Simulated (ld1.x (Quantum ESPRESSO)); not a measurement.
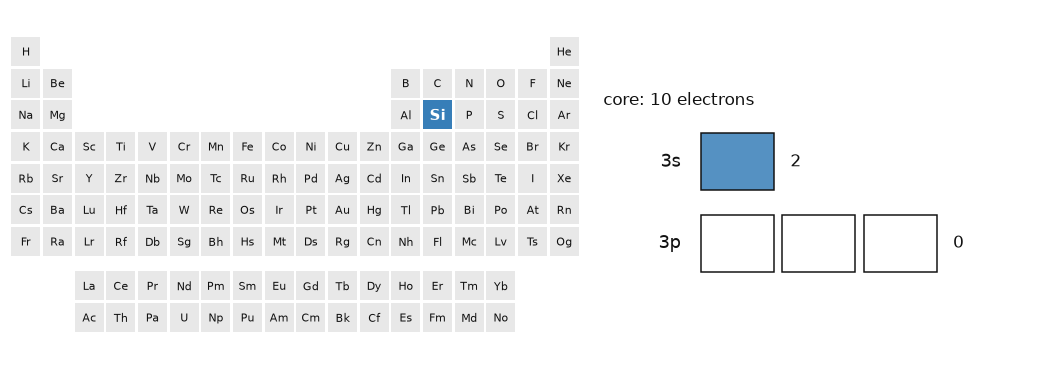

Left, the place of silicon in the periodic table; right, the valence shells of the reference configuration: a box for each of the 2l + 1 orbitals, shaded by the share of the shell that is filled, with the electron count at the right.

# Si: pseudopotential generation (part 1 of 2)

Silicon (Si, Z = 14), core [Ne], reference valence 3s2 3p0 (an ion of charge +2), valence charge 4. Computed at this level: ultrasoft potential, BP86, scalar-relativistic, made with ld1.x (Quantum ESPRESSO) 7.5.

### Key numbers

- outcome: generated, with a ghost state
- cutoffs needed: 6 Ry or less and 8 Ry (the cutoffs, on a coarse ladder, from which the occupation-weighted sum of valence levels, in a spherical-Bessel basis at the reference potential, stays within 10 and 1 mRy of its value at 400 Ry); ghost states and empty shells don't enter this sum
- ghost test: ghost state below the valence levels: p at -95.5 eV (spherical-Bessel basis up to 400 Ry, 20 bohr box)
- configuration tests: 2 of 7 tests not solved
- lowest eigenvalue of the overlap operator S in a Bessel basis (separate test): 0.36 (s channel)
- density cutoff estimated by the generator: 277 Ry
- largest excitation error among the tests solved: -55 meV (all-electron minus pseudo) for 3s0 3p4
- range over which the phases arctan(r u′/u) at the test radius agree within 0.05 rad (a looser test near the poles than one of phase shifts): s: up to about 2.6 Ry; p: up to about 4.3 Ry
- hardware: 1 CPU thread, shared host
- wall time: 1.2 s

### Notes

The potential has a bound ghost state, so it can't be used as it stands.

### Input
```
 &input
   title='Si', zed=14., rel=1, dft='BP', iswitch=3,
   config='[Ne] 3s2 3p0',
   nld=2, rlderiv=2.20, eminld=-4.0, emaxld=5.0, deld=0.02
 /
 &inputp
   pseudotype=3, tm=.true., lloc=-1, rcloc=1.25,
   nlcc=.true., new_core_ps=.true., rcore=1.15,
   which_augfun='PSQ', rmatch_augfun_nc=.true.,
   file_pseudopw='Si.UPF', file_wfcaegen='ae.wfc', file_wfcncgen='nc.wfc', file_beta='beta', file_chi='chi', file_wfcusgen='us.wfc'
 /
4
3S  1  0   2.00   0.00  1.85  2.00  0.0
3S  1  0   0.00  -0.40  1.85  2.00  0.0
3P  2  1   0.00   0.00  0.95  1.30  0.0
3P  2  1   0.00  -1.05  0.95  1.30  0.0
 &test
   configts(1)='3s2 3p0'
 /
```

### Input of the test run
```
 &input
   title='Si', zed=14., rel=1, dft='BP', iswitch=2,
   config='[Ne] 3s2 3p0'
 /
 &test
   file_pseudo='Si.UPF', nconf=8,
   configts(1)='3s2 3p0',
   configts(2)='3s2 3p2',
   configts(3)='3s2 3p1',
   configts(4)='3s1 3p0',
   configts(5)='3s0 3p4',
   configts(6)='3s2 3p1.5',
   configts(7)='3s1 3p3',
   configts(8)='3s2 3p2.3'
 /
```

Command:
```bash
ld1.x < Si.in > Si.out
```

### Output
```
     Program LD1 v.7.5
     --------------------------- All-electron run ----------------------------

     Si
     scalar relativistic calculation

     atomic number is 14.00
     dft =BP   lsd =0 sic =0 latt =0  beta=0.20 tr2=1.0E-14
     Exchange-correlation= BP
                           (   1   1   1   1   0   0   0)
     mesh =1141 r(mesh) = 100.57892 a.u. xmin = -7.00 dx = 0.01250
     1 Ry =  13.60569312 eV, c = 137.03599908

     n l     nl                  e(Ry)          e(Ha)          e(eV)
     1 0     1S 1( 2.00)      -132.9589       -66.4795     -1808.9981
     2 0     2S 1( 2.00)       -11.8308        -5.9154      -160.9660
     2 1     2P 1( 6.00)        -8.6044        -4.3022      -117.0682
     3 0     3S 1( 2.00)        -2.1080        -1.0540       -28.6809
     3 1     3P 1( 0.00)        -1.5158        -0.7579       -20.6233

     final scf error:  1.6E-15 reached in  17 iterations

     Etot =    -578.269119 Ry,    -289.134560 Ha,   -7867.752177 eV

     Ekin =     579.794613 Ry,     289.897306 Ha,    7888.507578 eV
     Encl =   -1362.002374 Ry,    -681.001187 Ha,  -18530.986336 eV
     Eh   =     244.570455 Ry,     122.285228 Ha,    3327.550562 eV
     Exc  =     -40.631813 Ry,     -20.315907 Ha,    -552.823980 eV

     normalization and overlap integrals

     s(1S/1S) =  1.000000  <r> =   0.1112  <r2> =    0.0167  r(max) =   0.0723
     s(2S/2S) =  1.000000  <r> =   0.5671  <r2> =    0.3843  r(max) =   0.4543
     s(2P/2P) =  1.000000  <r> =   0.5361  <r2> =    0.3625  r(max) =   0.3861
     s(3S/3S) =  1.000000  <r> =   1.9478  <r2> =    4.3422  r(max) =   1.6878
     s(3P/3P) =  1.000000  <r> =   2.2207  <r2> =    5.7026  r(max) =   1.9126

     ------------------------ End of All-electron run ------------------------

     --------------------- Generating US pseudopotential ---------------------

      Generating local potential from pseudized AE potential:
      Matching radius rcloc =   1.2500

      Local pseudo, rcloc= 1.235 Estimated cut-off energy=    15.03 Ry

      Computing core charge for nlcc:

       r > 1.16 : true rho core
      Core charge pseudized with two Bessel functions
      Integrated core pseudo-charge :   3.82
      Wfc-us  3S rcutus= 1.986  Estimated cut-off energy=    11.91 Ry
      Wfc-us  3S rcutus= 1.986  Estimated cut-off energy=    16.50 Ry
      Wfc-us  3P rcutus= 1.298  Estimated cut-off energy=    40.88 Ry
      Wfc-us  3P rcutus= 1.298  Estimated cut-off energy=    41.42 Ry

     Q pseudized with Bessel functions
     Expected ecutrho=     276.8741 due to l1=  1   l2=  1

     ------------------- End of pseudopotential generation -------------------

     --------------------------- All-electron run ----------------------------

     Si
     scalar relativistic calculation

     atomic number is 14.00
     dft =BP   lsd =0 sic =0 latt =0  beta=0.20 tr2=1.0E-14
     Exchange-correlation= BP
                           (   1   1   1   1   0   0   0)
     mesh =1141 r(mesh) = 100.57892 a.u. xmin = -7.00 dx = 0.01250
     1 Ry =  13.60569312 eV, c = 137.03599908

     n l     nl                  e(Ry)          e(Ha)          e(eV)
     1 0     1S 1( 2.00)      -132.9589       -66.4795     -1808.9981
     2 0     2S 1( 2.00)       -11.8308        -5.9154      -160.9660
     2 1     2P 1( 6.00)        -8.6044        -4.3022      -117.0682
     3 0     3S 1( 2.00)        -2.1080        -1.0540       -28.6809
     3 1     3P 1( 0.00)        -1.5158        -0.7579       -20.6233

     final scf error:  1.6E-15 reached in  17 iterations

     Etot =    -578.269119 Ry,    -289.134560 Ha,   -7867.752177 eV

     Ekin =     579.794613 Ry,     289.897306 Ha,    7888.507578 eV
     Encl =   -1362.002374 Ry,    -681.001187 Ha,  -18530.986336 eV
     Eh   =     244.570455 Ry,     122.285228 Ha,    3327.550562 eV
     Exc  =     -40.631813 Ry,     -20.315907 Ha,    -552.823980 eV

     normalization and overlap integrals

     s(1S/1S) =  1.000000  <r> =   0.1112  <r2> =    0.0167  r(max) =   0.0723
     s(2S/2S) =  1.000000  <r> =   0.5671  <r2> =    0.3843  r(max) =   0.4543
     s(2P/2P) =  1.000000  <r> =   0.5361  <r2> =    0.3625  r(max) =   0.3861
     s(3S/3S) =  1.000000  <r> =   1.9478  <r2> =    4.3422  r(max) =   1.6878
     s(3P/3P) =  1.000000  <r> =   2.2207  <r2> =    5.7026  r(max) =   1.9126

     ------------------------ End of All-electron run ------------------------

     Computing logarithmic derivative in   2.20828
     Computing logarithmic derivative in   2.20828
     Computing the partial wave expansion
     R is outside the sphere for l=    0 j= 0.00
     R is outside the sphere for l=    0 j= 0.00
     R is outside the sphere for l=    1 j= 0.00
     R is outside the sphere for l=    1 j= 0.00

     ---------------------- Testing the pseudopotential ----------------------

     Si
     scalar relativistic calculation

     atomic number is 14.00   valence charge is  4.00
     dft =BP   lsd =0 sic =0 latt =0  beta=0.20 tr2=1.0E-14
     mesh =1141 r(mesh) = 100.57892 xmin = -7.00 dx = 0.01250

     n l     nl             e AE (Ry)        e PS (Ry)    De AE-PS (Ry)
     1 0     3S   1( 2.00)       -2.10800       -2.10801        0.00000
     2 1     3P   1( 0.00)       -1.51579       -1.51578       -0.00001

     eps = 4.9E-16  iter =  3

     Etot =    -578.269119 Ry,    -289.134560 Ha,   -7867.752177 eV
     Etotps =   -12.067425 Ry,      -6.033713 Ha,    -164.185687 eV

     Ekin =       1.450806 Ry,       0.725403 Ha,      19.739220 eV
     Encl =      -9.428508 Ry,      -4.714254 Ha,    -128.281391 eV
     Ehrt =       1.842521 Ry,       0.921261 Ha,      25.068778 eV
     Ecxc =      -7.494336 Ry,      -3.747168 Ha,    -101.965636 eV
     (Ecc =      -6.254990 Ry,      -3.127495 Ha,     -85.103481 eV)
     Epseu=       1.562092 Ry,       0.781046 Ha,      21.253342 eV

     ---------------------- End of pseudopotential test ----------------------
```

### Output of the test run (extracts)
```
     ---------------------- Testing the pseudopotential ----------------------

     Si
     scalar relativistic calculation

     atomic number is 14.00   valence charge is  4.00
     dft =BP   lsd =0 sic =0 latt =0  beta=0.20 tr2=1.0E-14
     mesh =1141 r(mesh) = 100.57892 xmin = -7.00 dx = 0.01250

     n l     nl             e AE (Ry)        e PS (Ry)    De AE-PS (Ry)
     1 0     3S   1( 2.00)       -2.10800       -2.10801        0.00000
     2 1     3P   1( 0.00)       -1.51579       -1.51578       -0.00001

     eps = 4.9E-16  iter =  3

     Etot =    -578.269119 Ry,    -289.134560 Ha,   -7867.752177 eV
     Etotps =   -12.067425 Ry,      -6.033713 Ha,    -164.185687 eV

     Ekin =       1.450806 Ry,       0.725403 Ha,      19.739220 eV
     Encl =      -9.428508 Ry,      -4.714254 Ha,    -128.281391 eV
     Ehrt =       1.842521 Ry,       0.921261 Ha,      25.068778 eV
     Ecxc =      -7.494336 Ry,      -3.747168 Ha,    -101.965636 eV
     (Ecc =      -6.254990 Ry,      -3.127495 Ha,     -85.103481 eV)
     Epseu=       1.562092 Ry,       0.781046 Ha,      21.253342 eV

     ---------------------- End of pseudopotential test ----------------------

     ---------------------- Testing the pseudopotential ----------------------

     Si
     scalar relativistic calculation

     atomic number is 14.00   valence charge is  4.00
     dft =BP   lsd =0 sic =0 latt =0  beta=0.20 tr2=1.0E-14
     mesh =1141 r(mesh) = 100.57892 xmin = -7.00 dx = 0.01250

     n l     nl             e AE (Ry)        e PS (Ry)    De AE-PS (Ry)
     1 0     3S   1( 2.00)       -0.80255       -1.01700        0.21444  !
     2 1     3P   1( 2.00)       -0.30729       -0.67799        0.37070  !

     eps = 2.2E-16  iter = 24

     Etot =    -580.028774 Ry,    -290.014387 Ha,   -7891.693496 eV
     Etotps =    -9.644966 Ry,      -4.822483 Ha,    -131.226445 eV
     dEtot_ae =      -1.759654 Ry
     dEtot_ps =       2.422460 Ry,   Delta E=      -4.182114 Ry

     Ekin =      -3.389975 Ry,      -1.694988 Ha,     -46.122965 eV
     Encl =       0.000000 Ry,       0.000000 Ha,       0.000000 eV
     Ehrt =       0.000000 Ry,       0.000000 Ha,       0.000000 eV
     Ecxc =      -6.254990 Ry,      -3.127495 Ha,     -85.103481 eV
     (Ecc =      -6.254990 Ry,      -3.127495 Ha,     -85.103481 eV)

     ---------------------- End of pseudopotential test ----------------------

     ---------------------- Testing the pseudopotential ----------------------

     Si
     scalar relativistic calculation

     atomic number is 14.00   valence charge is  4.00
     dft =BP   lsd =0 sic =0 latt =0  beta=0.20 tr2=1.0E-14
     mesh =1141 r(mesh) = 100.57892 xmin = -7.00 dx = 0.01250

     n l     nl             e AE (Ry)        e PS (Ry)    De AE-PS (Ry)
     1 0     3S   1( 2.00)       -1.40736       -1.40672       -0.00065
     2 1     3P   1( 1.00)       -0.86413       -0.86321       -0.00092

     eps = 6.0E-15  iter =  9

     Etot =    -579.452610 Ry,    -289.726305 Ha,   -7883.854392 eV
     Etotps =   -13.250329 Ry,      -6.625165 Ha,    -180.279912 eV
     dEtot_ae =      -1.183491 Ry
     dEtot_ps =      -1.182904 Ry,   Delta E=      -0.000587 Ry

     Ekin =       2.196215 Ry,       1.098108 Ha,      29.881032 eV
     Encl =     -13.040304 Ry,      -6.520152 Ha,    -177.422373 eV
     Ehrt =       3.711650 Ry,       1.855825 Ha,      50.499576 eV
     Ecxc =      -8.068374 Ry,      -4.034187 Ha,    -109.775822 eV
     (Ecc =      -6.254990 Ry,      -3.127495 Ha,     -85.103481 eV)
     Epseu=       1.950483 Ry,       0.975242 Ha,      26.537676 eV

     ---------------------- End of pseudopotential test ----------------------

     ---------------------- Testing the pseudopotential ----------------------

     Si
     scalar relativistic calculation

     atomic number is 14.00   valence charge is  4.00
     dft =BP   lsd =0 sic =0 latt =0  beta=0.20 tr2=1.0E-14
     mesh =1141 r(mesh) = 100.57892 xmin = -7.00 dx = 0.01250

     n l     nl             e AE (Ry)        e PS (Ry)    De AE-PS (Ry)
     1 0     3S   1( 1.00)       -2.91165       -2.91475        0.00310
     2 1     3P   1( 0.00)       -2.27180       -2.27430        0.00250

     eps = 3.8E-15  iter =  7

     Etot =    -575.761159 Ry,    -287.880580 Ha,   -7833.629647 eV
     Etotps =    -9.557980 Ry,      -4.778990 Ha,    -130.042949 eV
     dEtot_ae =       2.507960 Ry
     dEtot_ps =       2.509445 Ry,   Delta E=      -0.001485 Ry

     Ekin =       0.845971 Ry,       0.422985 Ha,      11.510019 eV
     Encl =      -4.914047 Ry,      -2.457024 Ha,     -66.859016 eV
     Ehrt =       0.485005 Ry,       0.242502 Ha,       6.598824 eV
     Ecxc =      -6.833508 Ry,      -3.416754 Ha,     -92.974611 eV
     (Ecc =      -6.254990 Ry,      -3.127495 Ha,     -85.103481 eV)
     Epseu=       0.858599 Ry,       0.429300 Ha,      11.681835 eV

     ---------------------- End of pseudopotential test ----------------------

     ---------------------- Testing the pseudopotential ----------------------

     Si
     scalar relativistic calculation

     atomic number is 14.00   valence charge is  4.00
     dft =BP   lsd =0 sic =0 latt =0  beta=0.20 tr2=1.0E-14
     mesh =1141 r(mesh) = 100.57892 xmin = -7.00 dx = 0.01250

     n l     nl             e AE (Ry)        e PS (Ry)    De AE-PS (Ry)
     1 0     3S   1( 0.00)       -0.90713       -0.90948        0.00234
     2 1     3P   1( 4.00)       -0.38908       -0.38882       -0.00026

     eps = 6.6E-15  iter = 17

     Etot =    -579.014359 Ry,    -289.507180 Ha,   -7877.891688 eV
     Etotps =   -12.808588 Ry,      -6.404294 Ha,    -174.269723 eV
     dEtot_ae =      -0.745240 Ry
     dEtot_ps =      -0.741163 Ry,   Delta E=      -0.004077 Ry

     Ekin =       3.340499 Ry,       1.670249 Ha,      45.449804 eV
     Encl =     -15.082324 Ry,      -7.541162 Ha,    -205.205470 eV
     Ehrt =       5.504464 Ry,       2.752232 Ha,      74.892054 eV
     Ecxc =      -8.427056 Ry,      -4.213528 Ha,    -114.655932 eV
     (Ecc =      -6.254990 Ry,      -3.127495 Ha,     -85.103481 eV)
     Epseu=       1.855828 Ry,       0.927914 Ha,      25.249821 eV

     ---------------------- End of pseudopotential test ----------------------
```

(Continued in part 2.)
